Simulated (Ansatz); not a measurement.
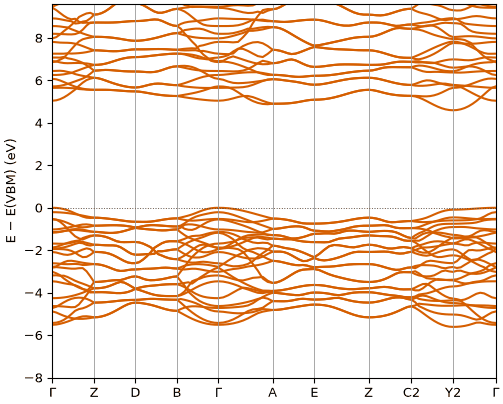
*Band structure from plane-wave PAW r²SCAN (Ansatz code)*

Problem. Read off the gap and where the band edges lie.

Solution. About 4.6 eV (4.59 eV by a search for the band edges); maximum at Γ, minimum at Y2.

The material is HfO2 in space group P2_1/c (No. 14; Hf on 4e, O on 4e, O on 4e).

Symmetry was held in the r²SCAN relaxation. The run is not spin-polarised. Spin–orbit coupling is left out wherever it is not named.

Potentials: the later of the program's two PAW sets.
